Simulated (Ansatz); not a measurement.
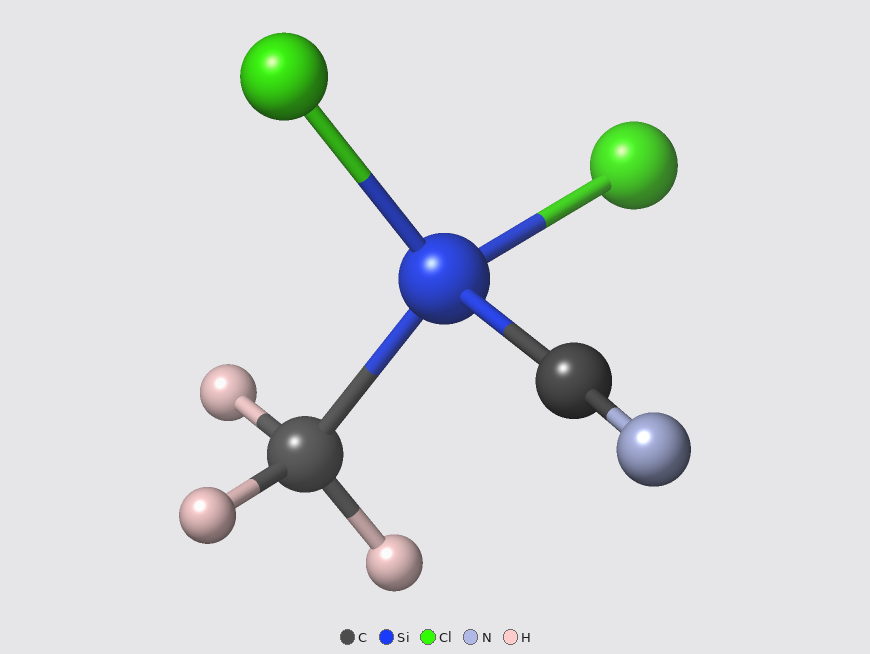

Computed geometry: PBE-D4/def2-SVP optimisation. No frequency run is at hand to confirm it as a minimum.

Draw it as a skeletal formula.

SMILES: C[Si](Cl)(Cl)C#N

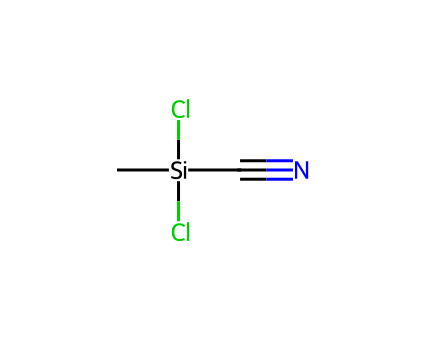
